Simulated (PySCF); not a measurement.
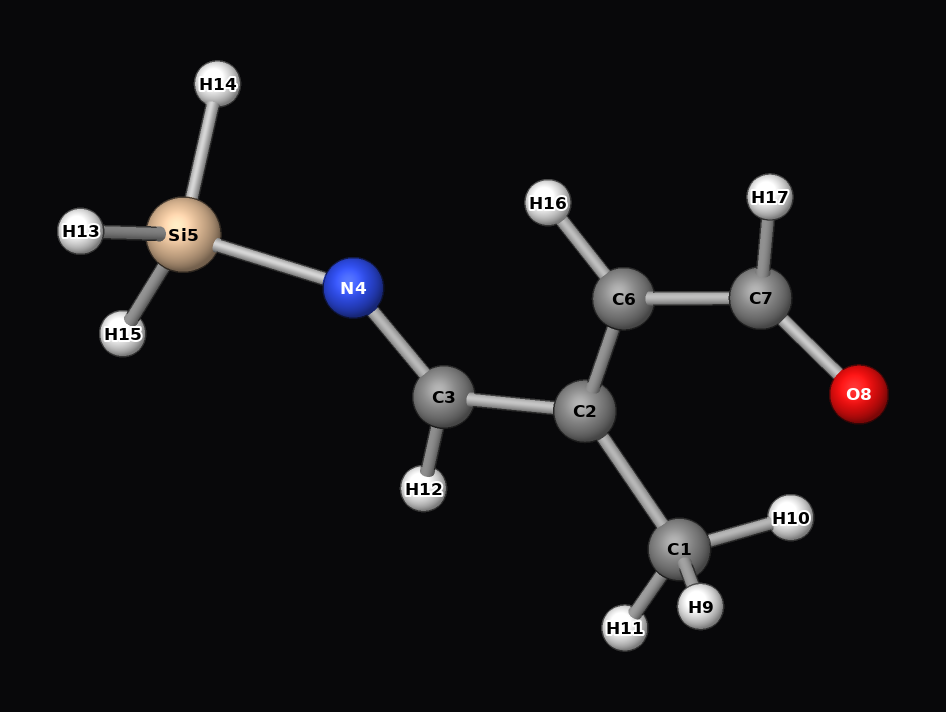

The questions are on isotropic NMR shieldings of the C atoms. The computed structure is the end point of a GFN2-xTB optimisation. No frequency run is at hand to confirm it as a minimum. Properties computed with GIAO PBE0/pcSseg-1 NMR shielding, non-relativistic, gas phase (PySCF 2.14.0).

> Which C atom is the most shielded (lowest chemical shift)?

C1 (162.2 ppm).

> Which C atom is the least shielded (highest chemical shift)?

C7 (−10.7 ppm).

> How wide is the range of C shifts?

172.9 ppm.

Give the isotropic NMR shieldings of the C atoms atom by atom.

```tsv
atom	σ (ppm)
C1	162.2
C2	30.7
C3	7.2
C6	58.4
C7	−10.7
```

The geometry is semi-empirical. Around Si such bond lengths and angles can be off by a tenth of an ångström or more and by several degrees, and values that hang on the shape move with them.
